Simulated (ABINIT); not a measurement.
## BN (Qingsongite): changed settings of a GW run in ABINIT

A base run on BN (Qingsongite), then changed inputs.

Method: PBE and many-body steps on it, plane waves, in ABINIT 10.8.3.

### 1. Starting point

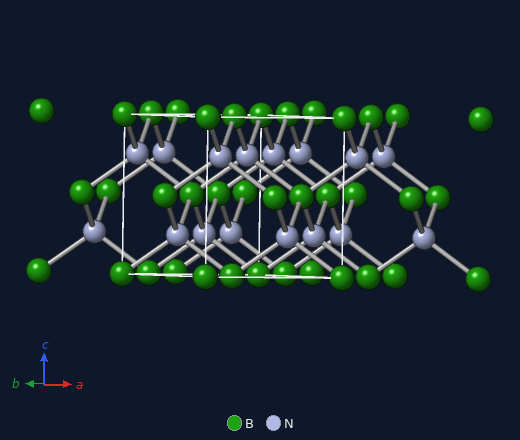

The cell as given, slightly off an axis (boron green, nitrogen light blue). 2×2×1 cells are drawn. This picture shows the conventional cell, with its axes. Bonds to atoms that aren't drawn are left out. Some periodic images of atoms are drawn too.

The cell and positions come from the Crystallography Open Database and are kept as given unless a step says otherwise.

### 2. Screening, 8×8×8 mesh, 103 bands, screening to 304.8 eV

This step: ABINIT 10.8.3; RPA screening on PBE, plane waves, norm-conserving pseudopotentials.

The RPA dielectric matrix is built and inverted for each q.

run.abi

```
acell 3*1.0 Angstrom
rprim 
  -0.000000000000 1.807500000000 1.807500000000
  1.807500000000 0.000000000000 1.807500000000
  1.807500000000 1.807500000000 -0.000000000000
ntypat 2
znucl 5 7
natom 2
typat 1 2
xred 
  0.000000000000 0.000000000000 0.000000000000
  0.250000000000 0.250000000000 0.250000000000
pp_dirpath "pseudos"
pseudos "B.upf, N.upf"
ecut 36
ngkpt 8 8 8
nshiftk 1
shiftk 0 0 0
kptopt 1
chksymbreak 0
istwfk *1
occopt 1
irdwfk 1
optdriver 3
nband 103
ecuteps 11.2
inclvkb 2
awtr 1
symchi 1
indata_prefix "in"
outdata_prefix "out"
tmpdata_prefix "tmp"
```

Command:

```sh
$ OMP_NUM_THREADS=1 mpirun -n 4 abinit run.abi > log
```

The program printed:

```text
.Version 10.8.3 of ABINIT. v10.8.2 released Aug 2026.

 Symmetries : space group F-4 3 m (#216); Bravais cF (face-center cubic)
[... echo of the input left out ...]
== DATASET  1 ==================================================================
-   mpi_nproc: 4, omp_nthreads: 1 (-1 if OMP is not activated)

--- !DatasetInfo
iteration_state: {dtset: 1, }
dimensions: {natom: 2, nkpt: 29, mband: 103, nsppol: 1, nspinor: 1, nspden: 1, mpw: 869, }
cutoff_energies: {ecut:  36.0, pawecutdg:  -1.0, }
electrons: {nelect:   8.00000000E+00, charge:   0.00000000E+00, occopt:   1.00000000E+00, tsmear:   1.00000000E-02, }

 SCREENING: Calculation of the susceptibility and dielectric matrices

 Based on a program developped by R.W. Godby, V. Olevano, G. Onida, and L. Reining.
 Incorporated in ABINIT by V. Olevano, G.-M. Rignanese, and M. Torrent.
.Using double precision arithmetic ; gwpc =  8

[... cell and pseudopotentials left out ...]
--------------------------------------------------------------------------------

 ==== K-mesh for the wavefunctions ====
 Number of points in the irreducible wedge :    29
[... list of points left out ...]
 Together with 24 symmetry operations and time-reversal symmetry
 yields   512 points in the full Brillouin Zone.

 ==== Q-mesh for the screening function ====
 Number of points in the irreducible wedge :    29
[... list of points left out ...]
 Together with 24 symmetry operations and time-reversal symmetry
 yields   512 points in the full Brillouin Zone.

 setmesh: FFT mesh size selected  =    20x   20x   20
          total number of points  =         8000

 vcoul_init : cutoff-mode = AUXILIARY_FUNCTION
 q-points for optical limit:   1
     1)      0.000010    0.000020    0.000030

- screening: taking advantage of time-reversal symmetry
- Maximum band index for partially occupied states nbvw = 4
- Remaining bands to be divided among processors   nbcw = 99
- Number of bands treated by each node ~24

 Number of electrons calculated from density =    8.0000; Expected =    8.0000
 average of density, n =  0.100376
 r_s =    1.3348
 omega_plasma =   30.5612 [eV]

 calculating chi0 at frequencies [eV] :
  1    0.000000E+00    0.000000E+00
  2    0.000000E+00    3.056116E+01

--------------------------------------------------------------------------------
  q-point number  1        q = ( 0.000000, 0.000000, 0.000000) [r.l.u.]
--------------------------------------------------------------------------------
[... chi0 elements left out ...]
 For q-point:  0.000010 0.000020 0.000030
  dielectric constant =   4.3109
  dielectric constant without local fields =   4.6611

  Average fulfillment of the sum rule on Im[epsilon] for q-point    1 :     93.78  [%]
[... wings left out ...]
  q-point number  2        q = ( 0.125000, 0.000000, 0.000000) [r.l.u.]
--------------------------------------------------------------------------------
[... chi0 elements left out ...]
  Average fulfillment of the sum rule on Im[epsilon] for q-point    2 :     99.52  [%]

 [... 27 further q-points ...]
```

The job ended after 67 s (4 MPI ranks of Arm Neoverse V2, shared host; peak memory 0.83 GiB; 4.5 min of CPU time).

Numbers from this step:

```yaml
eps_infinity_with_local_fields_on_this_mesh_along_the_program_s_q_direction: 4.311
the_same_without_local_fields: 4.661
plasma_frequency: 30.56 eV
plane_waves_in_the_screening_matrix: 137
```

Local fields lower ε∞ by 8 %.

### 3. Base

The self-energy is evaluated for the states that the input lists, and the levels follow from it, in one-shot runs by the linearised quasiparticle equation.

This step: G0W0 on PBE, plane waves, norm-conserving pseudopotentials.

Edit run.abi of step 2 so:

```diff
@@ -23,8 +23,17 @@
 irdwfk 1
-optdriver 3
+optdriver 4
 nband 103
+gwcalctyp 0
+ecutsigx 36
+symsigma 1
+nkptgw 2
+kptgw 
+  0.0000000000 0.0000000000 0.0000000000
+  0.5000000000 0.5000000000 0.0000000000
+bdgw 
+  2 7
+  3 6
 ecuteps 11.2
-inclvkb 2
-awtr 1
-symchi 1
+irdscr 1
+ppmodel 1
 indata_prefix "in"
```

The program printed:

```text
.Version 10.8.3 of ABINIT. v10.8.2 released Aug 2026.

 Symmetries : space group F-4 3 m (#216); Bravais cF (face-center cubic)
[... echo of the input left out ...]
== DATASET  1 ==================================================================
-   mpi_nproc: 4, omp_nthreads: 1 (-1 if OMP is not activated)

--- !DatasetInfo
iteration_state: {dtset: 1, }
dimensions: {natom: 2, nkpt: 29, mband: 103, nsppol: 1, nspinor: 1, nspden: 1, mpw: 869, }
cutoff_energies: {ecut:  36.0, pawecutdg:  -1.0, }
electrons: {nelect:   8.00000000E+00, charge:   0.00000000E+00, occopt:   1.00000000E+00, tsmear:   1.00000000E-02, }

 SIGMA: Calculation of the GW corrections

 Based on a program developped by R.W. Godby, V. Olevano, G. Onida, and L. Reining.
 Incorporated in ABINIT by V. Olevano, G.-M. Rignanese, and M. Torrent.
.Using double precision arithmetic ; gwpc =  8

[... cell and pseudopotentials left out ...]
--------------------------------------------------------------------------------

 ==== K-mesh for the wavefunctions ====
 Number of points in the irreducible wedge :    29
[... list of points left out ...]
 Together with 24 symmetry operations and time-reversal symmetry
 yields   512 points in the full Brillouin Zone.

 ==== Q-mesh for screening function ====
 Number of points in the irreducible wedge :    29
[... list of points left out ...]
 Together with 24 symmetry operations and time-reversal symmetry
 yields   512 points in the full Brillouin Zone.

 vcoul_init : cutoff-mode = AUXILIARY_FUNCTION
 q-points for optical limit:   1
     1)      0.000010    0.000020    0.000030
 setmesh: FFT mesh size selected  =    25x   25x   25
          total number of points  =        15625

 Number of electrons calculated from density =    8.0000; Expected =    8.0000
 average of density, n =  0.100376
 r_s =    1.3348
 omega_plasma =   30.5612 [eV]

 === KS Band Gaps ===
  >>>> For spin  1
   Minimum direct gap =   8.8782 [eV], located at k-point      :   0.0000  0.0000  0.0000
   Fundamental gap    =   4.5349 [eV], Top of valence bands at :   0.0000  0.0000  0.0000
                                       Bottom of conduction at :   0.5000  0.5000  0.0000
 SIGMA fundamental parameters:
 PLASMON POLE MODEL  1
 number of plane-waves for SigmaX                  869
 number of plane-waves for SigmaC and W            137
 number of plane-waves for wavefunctions           869
 number of bands                                   103
 number of independent spin polarizations            1
 number of spinorial components                      1
 number of k-points in IBZ                          29
 number of q-points in IBZ                          29
 number of symmetry operations                      24
 number of k-points in BZ                          512
 number of q-points in BZ                          512
 number of frequencies for dSigma/dE                 9
 frequency step for dSigma/dE [eV]                0.25
 number of omega for Sigma on real axis              0
 max omega for Sigma on real axis  [eV]           0.00
 zcut for avoiding poles [eV]                     0.10

 EPSILON^-1 parameters (SCR file):
 dimension of the eps^-1 matrix on file            137
 dimension of the eps^-1 matrix used               137
 number of plane-waves for wavefunctions           869
 number of bands                                   103
 number of q-points in IBZ                          29
 number of frequencies                               2
 number of real frequencies                          1
 number of imag frequencies                          1

 matrix elements of self-energy operator (all in [eV])

 Perturbative Calculation

--- !SelfEnergy_ee
iteration_state: {dtset: 1, }
kpoint     : [   0.000,    0.000,    0.000, ]
spin       : 1
KS_gap     :    8.878
QP_gap     :   10.971
Delta_QP_KS:    2.093
data: !SigmaeeData |
     Band     E0 <VxcDFT>   SigX SigC(E0)      Z dSigC/dE  Sig(E)    E-E0       E
        2   8.220 -18.520 -22.080   2.384   0.827  -0.209 -19.492  -0.973   7.248
        3   8.220 -18.520 -22.080   2.384   0.827  -0.209 -19.492  -0.973   7.248
        4   8.220 -18.520 -22.080   2.384   0.827  -0.209 -19.492  -0.973   7.248
        5  17.099 -13.778  -7.152  -5.297   0.842  -0.187 -12.658   1.120  18.219
        6  17.099 -13.778  -7.152  -5.297   0.842  -0.187 -12.658   1.120  18.219
        7  17.099 -13.778  -7.152  -5.297   0.842  -0.187 -12.658   1.120  18.219

--- !SelfEnergy_ee
iteration_state: {dtset: 1, }
kpoint     : [   0.500,    0.500,    0.000, ]
spin       : 1
KS_gap     :    9.442
QP_gap     :   11.422
Delta_QP_KS:    1.980
data: !SigmaeeData |
     Band     E0 <VxcDFT>   SigX SigC(E0)      Z dSigC/dE  Sig(E)    E-E0       E
        3   3.313 -16.496 -21.657   3.411   0.815  -0.227 -17.923  -1.426   1.887
        4   3.313 -16.496 -21.657   3.411   0.815  -0.227 -17.923  -1.426   1.887
        5  12.755 -12.570  -7.394  -4.527   0.854  -0.171 -12.016   0.554  13.309
        6  17.562 -12.696  -6.779  -5.121   0.851  -0.176 -12.019   0.677  18.239

== END DATASET(S) ==============================================================
================================================================================

 -outvars: echo values of variables after computation  --------
           etotal      0.0000000000E+00
            nband         103
             nkpt          29
          spgroup         216
 [... the other variables as echoed above ...]

 Calculation completed.
```

Wall time 9.7 s (4 MPI ranks); peak memory 0.83 GiB.

This step gave:

```
G0W0 gap on the points computed              : 6.061 eV
starting gap on the mesh                     : 4.535 eV
k of the valence top                         : 0, 0, 0
k of the conduction bottom                   : 0.5, 0.5, 0
Z at the valence top                         : 0.827
Z at the conduction bottom                   : 0.854
least direct G0W0 gap on the computed points : 10.97 eV
```

The gap on the mesh goes from 4.53 eV to 6.06 eV, a correction of +1.53 eV.

### 4. Coulomb singularity

Edit run.abi of step 3 so:

```diff
@@ -38,2 +38,3 @@
 ppmodel 1
+gw_icutcoul 3
 indata_prefix "in"
```

The program printed:

```text
.Version 10.8.3 of ABINIT. v10.8.2 released Aug 2026.

 Symmetries : space group F-4 3 m (#216); Bravais cF (face-center cubic)
[... echo of the input left out ...]
== DATASET  1 ==================================================================
-   mpi_nproc: 4, omp_nthreads: 1 (-1 if OMP is not activated)

--- !DatasetInfo
iteration_state: {dtset: 1, }
dimensions: {natom: 2, nkpt: 29, mband: 103, nsppol: 1, nspinor: 1, nspden: 1, mpw: 869, }
cutoff_energies: {ecut:  36.0, pawecutdg:  -1.0, }
electrons: {nelect:   8.00000000E+00, charge:   0.00000000E+00, occopt:   1.00000000E+00, tsmear:   1.00000000E-02, }

 SIGMA: Calculation of the GW corrections

 Based on a program developped by R.W. Godby, V. Olevano, G. Onida, and L. Reining.
 Incorporated in ABINIT by V. Olevano, G.-M. Rignanese, and M. Torrent.
.Using double precision arithmetic ; gwpc =  8

[... cell and pseudopotentials left out ...]
--------------------------------------------------------------------------------

 ==== K-mesh for the wavefunctions ====
 Number of points in the irreducible wedge :    29
[... list of points left out ...]
 Together with 24 symmetry operations and time-reversal symmetry
 yields   512 points in the full Brillouin Zone.

 ==== Q-mesh for screening function ====
 Number of points in the irreducible wedge :    29
[... list of points left out ...]
 Together with 24 symmetry operations and time-reversal symmetry
 yields   512 points in the full Brillouin Zone.

 vcoul_init : cutoff-mode = CRYSTAL
 q-points for optical limit:   1
     1)      0.000010    0.000020    0.000030
 setmesh: FFT mesh size selected  =    25x   25x   25
          total number of points  =        15625

 Number of electrons calculated from density =    8.0000; Expected =    8.0000
[...]
number of omega for Sigma on real axis              0
 max omega for Sigma on real axis  [eV]           0.00
 zcut for avoiding poles [eV]                     0.10

 EPSILON^-1 parameters (SCR file):
 dimension of the eps^-1 matrix on file            137
 dimension of the eps^-1 matrix used               137
 number of plane-waves for wavefunctions           869
 number of bands                                   103
 number of q-points in IBZ                          29
 number of frequencies                               2
 number of real frequencies                          1
 number of imag frequencies                          1

 matrix elements of self-energy operator (all in [eV])

 Perturbative Calculation

--- !SelfEnergy_ee
iteration_state: {dtset: 1, }
kpoint     : [   0.000,    0.000,    0.000, ]
spin       : 1
KS_gap     :    8.878
QP_gap     :   10.907
Delta_QP_KS:    2.029
data: !SigmaeeData |
     Band     E0 <VxcDFT>   SigX SigC(E0)      Z dSigC/dE  Sig(E)    E-E0       E
        2   8.220 -18.520 -21.690   2.234   0.830  -0.204 -19.297  -0.777   7.443
        3   8.220 -18.520 -21.690   2.234   0.830  -0.204 -19.297  -0.777   7.443
        4   8.220 -18.520 -21.690   2.234   0.830  -0.204 -19.297  -0.777   7.443
[...]
--- !SelfEnergy_ee
iteration_state: {dtset: 1, }
kpoint     : [   0.500,    0.500,    0.000, ]
spin       : 1
KS_gap     :    9.442
QP_gap     :   11.362
Delta_QP_KS:    1.920
data: !SigmaeeData |
     Band     E0 <VxcDFT>   SigX SigC(E0)      Z dSigC/dE  Sig(E)    E-E0       E
[...]
5  12.755 -12.570  -7.394  -4.378   0.858  -0.166 -11.886   0.684  13.440
        6  17.562 -12.696  -6.779  -4.972   0.854  -0.171 -11.888   0.807  18.369

== END DATASET(S) ==============================================================
================================================================================

 -outvars: echo values of variables after computation  --------
           etotal      0.0000000000E+00
            nband         103
             nkpt          29
          spgroup         216
 [... the other variables as echoed above ...]

 Calculation completed.
```

The job ended after 9.7 s (4 MPI ranks; peak memory 0.83 GiB).

Numbers from this step:

```
G0W0 gap on the points computed              : 5.997 eV
starting gap on the mesh                     : 4.535 eV
k of the valence top                         : 0, 0, 0
k of the conduction bottom                   : 0.5, 0.5, 0
Z at the valence top                         : 0.83
Z at the conduction bottom                   : 0.858
least direct G0W0 gap on the computed points : 10.91 eV
```

Against G0W0 in ABINIT (8×8×8 mesh, 103 bands, screening to 304.8 eV, Godby-Needs plasmon pole), the gap moves by −0.064 eV.

### 5. Side by side

Times are wall times on 4 MPI ranks of Arm Neoverse V2, shared host, good to a factor of about two. A run's time includes the screening step that it read.

```tsv
run	mesh	bands	screening cutoff (eV)	DFT gap (eV)	gap on the mesh (eV)	direct (eV)	ε∞ used	time
base	8×8×8	103	304.8	4.535	6.061	10.971	4.31	77 s
Coulomb singularity	8×8×8	103	304.8	4.535	5.997	10.907	4.31	77 s
```

### 6. Results

```
base                : 6.061 eV
Coulomb singularity : 5.997 eV
known limits        : not at the basis limit
```

Coulomb singularity: −0.064 eV against base (keys changed: gw_icutcoul). Bands and cutoff are finite, so the gap is not at the basis limit. The miss can reach some tenths of an eV and take either sign; the mesh is an error of its own. In the G0W0 runs levels were corrected at 2 k points alone, so a gap called «on the mesh» is the least over those, and an edge elsewhere would be missed.

[Paths, hosts, dates, memory and timing lines, banners, echoed tables and standing remarks are left out of the program output.]

[Logs are printed without paths, hosts, clocks, repeated set-up lines and the standing remarks that a program may print on its own settings, such as how far it seeks lower states.]

[Runs of the session that timed out or met a known fault of the program may be left out.]

[Hosts, paths, dates, database ids (printed as entryN), source tags and the programs' standing remarks are cut or masked in the printed files.]

[G0W0 gaps are taken among the corrected bands and points alone; a level outside them can change the order at an edge.]

[Where Ansatz stands beside ABINIT at settings called matched, ABINIT's density can come from a denser mesh and the files from another edition; pairs whose starting gaps differed by over 0.03 eV were left out, so agreement reads better than it is.]
